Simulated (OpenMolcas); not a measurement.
## Energy and gradient calculation of SnO (part 1 of 2)

SnO (tin(ii) oxide), SMILES [O]=[Sn], computed with BHLYP/def2-TZVPPD, RKS (OpenMolcas 26.06).

The geometry comes from this level: PBE0-D4/def2-TZVP.

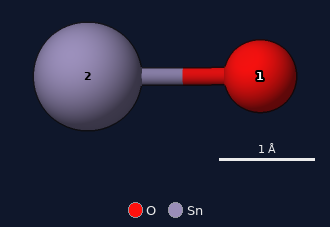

*The structure (ball-and-stick view, seen on its broad side; atoms are numbered from 1 in the order of the input). Sticks mark near contacts.*

Bond lengths as drawn: O–Sn 1.82 Å.

### Summary

| quantity | value |
| --- | --- |
| outcome | converged |
| total energy | −289.436375 hartree |
| basis functions | 96 |
| largest force | 0.551 eV/Å |
| HOMO | −8.84 eV |
| LUMO | −1.67 eV |
| dipole moment | 4.82 debye |
| hardware | 1 thread of Arm Neoverse V2, 24 GiB of memory available, shared host |
| wall time | 19 s |
| peak memory | 0.53 GiB |

### The input
```
&GATEWAY
BasLib = $CurrDir
Coord
2
angstrom
O        0.000000       0.000000      -0.007080
Sn       0.000000       0.000000       1.810660
Basis = def2-TZVPPD
Group = NoSym
&SEWARD
GridInput
Grid=UltraFine
End of Grid
&SCF
KSDFT = HYB_GGA_XC_BHANDHLYP
Thresholds = 1e-10 1e-07 1e-07 1e-05
PrOrbitals = 1 2
&ALASKA
```

Command:
```bash
export MOLCAS_MEM=1860
pymolcas run.input > run.log
```

### What the program printed
```
--- Start Module: gateway ---

                                              &GATEWAY

                       available to each process: 1.9 GB of memory, 1 thread

 Basis Set     1 Label: O.DEF2-TZVPPD
 Basis set is read from library:.
 basistype.tbl is not found

 Basis Set     2 Label: SN.DEF2-TZVPPD
 Basis set is read from library:.
 basistype.tbl is not found

++    Symmetry information:
      ---------------------

                    Character Table for C1

                             E
                    a        1  x, y, xy, Rz, z, xz, Ry, yz, Rx, I
--

++    Basis set information:
      ----------------------

      Basis set label: O.DEF2-TZVPPD.........

      Electronic valence basis set:
      ------------------
      Associated Effective Charge   8.000000 au
      Associated Actual Charge      8.000000 au
      Nuclear Model: Point charge

      Shell  nPrim  nBasis  Cartesian Spherical Contaminant
         s      12       6        X
         p       7       4        X
         d       3       3                 X
         f       1       1                 X

      Basis set label: SN.DEF2-TZVPPD....ECP.....

      Electronic valence basis set:
      ------------------
      Associated Effective Charge  22.000000 au
      Associated Actual Charge     50.000000 au
      Nuclear Model: Point charge

      Shell  nPrim  nBasis  Cartesian Spherical Contaminant
         s      11       7        X
         p       9       5        X
         d       9       4                 X
         f       2       2                 X

      Pseudo Potential specification:
      =======================================

      Number of Core Electrons:  28

      Potential  nTerms
           H       2
         s-H       4
         p-H       6
         d-H       6

      Effective Core Potential specification:
      =======================================
--

++    Molecular structure info:
      -------------------------

                    ************************************************
                    **** Cartesian Coordinates / bohr, angstrom ****
                    ************************************************

     Center  Label                x              y              z                     x              y              z
        1      O1               0.000000       0.000000      -0.013379              0.000000       0.000000      -0.007080
        2      SN2              0.000000       0.000000       3.421652              0.000000       0.000000       1.810660
--

            Nuclear Potential Energy             51.23680452 au

--- Stop Module: gateway /rc=_RC_ALL_IS_WELL_ ---

--- Start Module: seward ---

                                              &SEWARD

                       available to each process: 1.9 GB of memory, 1 thread

               SEWARD will generate:
                  Multipole Moment integrals up to order  2
                  Kinetic Energy integrals
                  Nuclear Attraction integrals (point charge)
                  One-Electron Hamiltonian integrals modified with ECP contributions
                  Velocity integrals
                  Pseudo Potential integrals
                  Orbital angular momentum around (  0.0000   0.0000   3.0174 )
                  Velocity quadrupole around (  0.0000   0.0000   3.0174 )
                  Two-Electron Repulsion integrals

                   Integrals are discarded if absolute value <: 1.00E-14
                   Integral cutoff threshold is set to       <: 1.00E-16

            Nuclear Potential Energy             51.23680452 au

      Basis set specifications :
      Symmetry species         a
      Basis functions           96

--- Stop Module: seward /rc=_RC_ALL_IS_WELL_ ---
--- Module seward spent 1 second ---

--- Start Module: scf ---

                                                &SCF

                       available to each process: 1.9 GB of memory, 1 thread

 ###############################################################################
 ###     Minimized-density-differences option turned off!                    ###
 ###############################################################################
++    Input section:
      --------------

      Header of the integral files:

      Cartesian coordinates in angstrom:
      -----------------------------------------------------
      No.  Label        X            Y            Z
      -----------------------------------------------------
       1   O1         0.00000000   0.00000000  -0.00708000
       2   SN2        0.00000000   0.00000000   1.81066000
      -----------------------------------------------------
      Nuclear repulsion energy =   51.23680452
--

++    Orbital specifications:
      -----------------------

      Symmetry species               1
                                     a
      Frozen orbitals                0
      Occupied orbitals             15
      Secondary orbitals            81
      Deleted orbitals               0
      Total number of orbitals      96
      Number of basis functions     96
--

      Molecular charge                           0.000

      Numerical integration parameters
      --------------------------------
      Radial quadrature type:                         MHL
      Size of radial grid:                            99
      Lebedev angular grid:                           41
      Angular grid pruned with the crowding factor:  1.00E+10
                                 and fading factor:  1.00E+01
      Screening threshold for integral computation:   1.00E-11
      Radial quadrature accuracy:                     1.00E-25
      Maximum batch size:                             128
      AO values are stored on disk
      The same grid will be used for all iterations.

      DFT functional specifications
      -----------------------------
      Using Libxc version: 6.2.2
      Please cite the following reference:
      S. Lehtola, C. Steigemann, M. J.T. Oliveira, and M. A.L. Marques.,  SoftwareX 7, 1–5 (2018) doi:10.1016/j.softx.2017.11.002

      * BHandHLYP
        - Defined through Gaussian implementation. doi:

++    Optimization specifications:
      ----------------------------

      SCF Algorithm: Conventional
      D(i)-D(i-1) density differences are used
      Number of density matrices in core                 5
      Maximum number of NDDO SCF iterations            400
      Maximum number of HF SCF iterations              400
      Threshold for SCF energy change             1.00E-10
      Threshold for density matrix                1.00E-07
      Threshold for Fock matrix                   1.00E-07
      Threshold for linear dependence             1.00E-09
      Threshold at which DIIS is turned on        1.50E-01
      Maximum depth in the DIIS procedure                5
      Maximum depth in the BFGS Hessian update          30
      Threshold at which QNR/C2DIIS is turned on  7.50E-02
      Threshold for Norm(delta) (QNR/C2DIIS)      1.00E-05
      All orbitals punched on: SCFORB
--

      Input vectors read from INPORB
      Orbital file label: *Guess orbitals

++ Convergence information
                                   [...]      iterations: Energy and convergence statistics

Iter     Tot. [...]      One-elec.       Two-elec.     Energy      Max Dij or  Max Fij      DNorm      TNorm      AccCon     Time
         Energy          Energy          Energy        Change      Delta Norm                                                in Sec.
   1  -253.956975313  -559.020961023   253.827181187   0.00E+00    5.86E-01*   1.35E+01*    5.40E+01   1.63E+02   None         1.
   2  -284.670007991  -587.863322079   251.956509564  -3.07E+01*   6.06E-01*   5.70E-01*    4.09E+01   1.59E+02   EDIIS        1.
   3  -280.152499664  -593.348012250   261.958708062   4.52E+00*   3.77E-01*   2.76E-01*    9.52E+00   1.66E+02   EDIIS        1.
   4  -288.732526234  -602.775542326   262.806211568  -8.58E+00*   3.96E-01*   9.74E-02*    3.34E+00   1.66E+02   EDIIS        1.
   5  -289.054004168  -590.966908777   250.676100085  -3.21E-01*   1.86E-01*   7.18E-02*    1.93E+00   1.61E+02   EDIIS        1.
   6  -289.402550189  -597.916486814   257.277132101  -3.49E-01*   1.89E-01*   3.26E-02*    6.31E-01   1.64E+02   EDIIS        1.
   7  -289.387810479  -595.198603421   254.573988417   1.47E-02*   1.97E-02*   1.97E-02*    5.36E-01   1.63E+02   EDIIS        1.
   8  -289.436183991  -596.414545942   255.741557427  -4.84E-02*   5.56E-03*   2.39E-03*    1.55E-01   1.63E+02   c2DIIS       1.
   9  -289.436352131  -596.633975717   255.960819061  -1.68E-04*   4.17E-03*   1.77E-03*    5.49E-02   1.63E+02   QNRc2DIIS    1.
  10  -289.436362874  -596.542526739   255.869359341  -1.07E-05*   2.17E-03*   1.20E-03*    3.54E-02   1.63E+02   QNRc2DIIS    1.
  11  -289.436370841  -596.552250205   255.879074840  -7.97E-06*   1.27E-03*   5.94E-04*    1.29E-02   1.63E+02   QNRc2DIIS    1.
  12  -289.436374188  -596.581929645   255.908750933  -3.35E-06*   5.27E-04*   1.80E-04*    5.58E-03   1.63E+02   QNRc2DIIS    1.
  13  -289.436374532  -596.573989952   255.900810896  -3.44E-07*   5.04E-05*   2.76E-05*    2.87E-03   1.63E+02   QNRc2DIIS    1.
  14  -289.436374537  -596.573993106   255.900814045  -4.86E-09*   1.31E-05*   1.06E-05*    3.36E-04   1.63E+02   QNRc2DIIS    1.
  15  -289.436374538  -596.574110106   255.900931044  -7.17E-10*   3.40E-06    6.21E-07*    7.44E-05   1.63E+02   QNRc2DIIS    1.
  16  -289.436374538  -596.574116362   255.900937300  -1.24E-11    3.46E-07    1.78E-07*    2.11E-05   1.63E+02   QNRc2DIIS    1.
  17  -289.436374538  -596.574115480   255.900936418  -9.66E-13    8.65E-08    2.03E-08     2.34E-06   1.63E+02   QNRc2DIIS    1.

       Convergence after  17 Iterations
--

 *****************************************************************************************************************************
 *                                             SCF/KS-DFT Program, Final results                                             *
 *                                                       Final Results                                                       *
 *****************************************************************************************************************************
```
